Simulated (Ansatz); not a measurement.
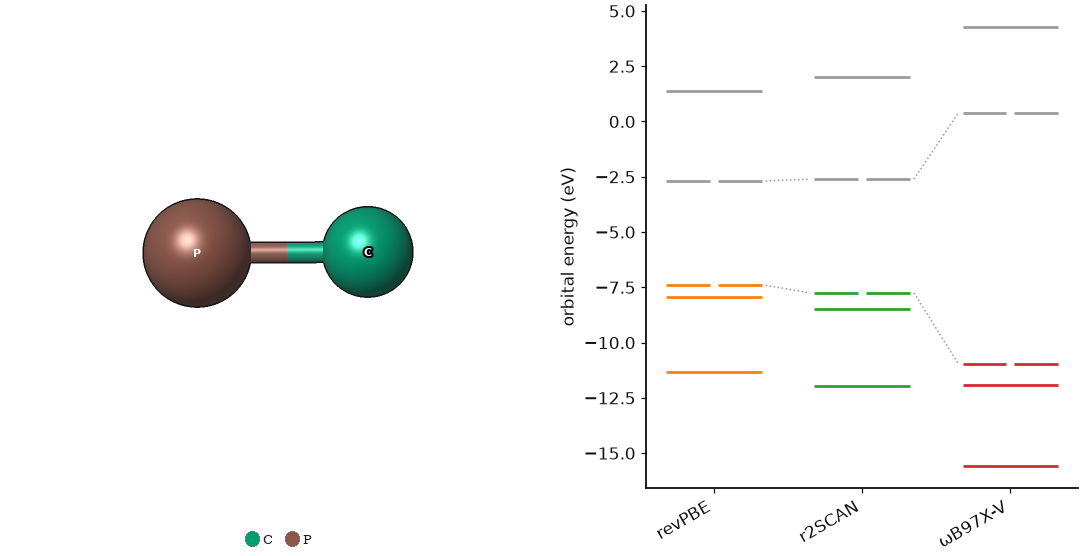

Frontier orbital energies (alpha spin) of CP, doublet at one geometry, def2-TZVPP, the Ansatz code, at a PBE0-D4/def2-TZVP geometry (a minimum by its frequencies). Empty levels are grey, levels within 0.1 eV stand side by side; all columns show the same few orbitals around the gap. Dotted lines join the HOMOs and the LUMOs. HOMO and LUMO mean the alpha set's.

**How do the frontier levels move from column to column?**

The separation grows from 4.72 eV (revPBE) to 11.36 eV (ωB97X-V).

| level | HOMO (eV) | LUMO (eV) | separation (eV) |
| --- | --- | --- | --- |
| revPBE | −7.41 | −2.69 | 4.72 |
| r2SCAN | −7.75 | −2.61 | 5.14 |
| ωB97X-V | −10.96 | 0.39 | 11.36 |

Caveats, for all or some of the runs: empty levels above zero depend strongly on the basis.
